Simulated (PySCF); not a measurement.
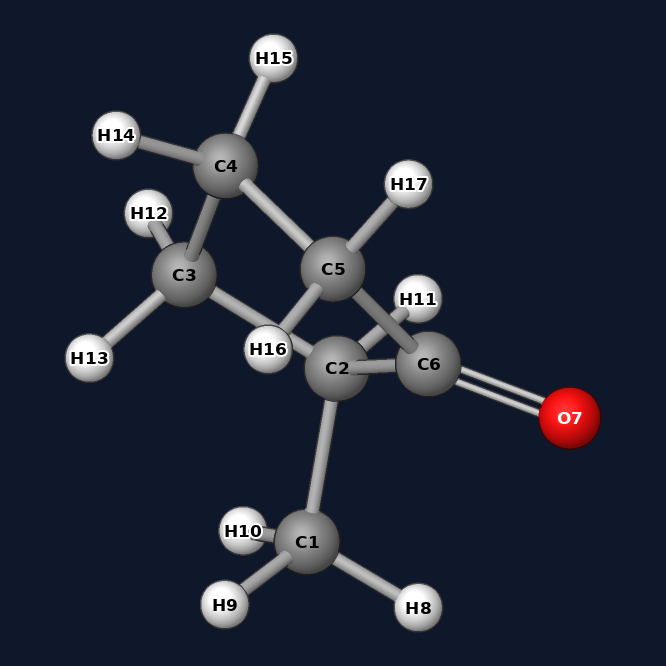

The questions are on isotropic NMR shieldings of the C atoms. Geometry: a frame of a GFN2-xTB molecular-dynamics simulation, not a minimum. Method: GIAO PBE0/pcSseg-1 NMR shielding, non-relativistic, gas phase (PySCF 2.14.0).

Question: Which C atom is the most shielded (lowest chemical shift)?

Answer: C4 (163.0 ppm).

Question: Which C atom is the least shielded (highest chemical shift)?

Answer: C6 (−66.9 ppm).

Question: How wide is the range of C shifts?

Answer: 229.9 ppm.

List the isotropic NMR shieldings of the C atoms.

| atom | σ (ppm) |
| --- | --- |
| C1 | 161.8 |
| C2 | 136.2 |
| C3 | 150.2 |
| C4 | 163.0 |
| C5 | 146.8 |
| C6 | −66.9 |
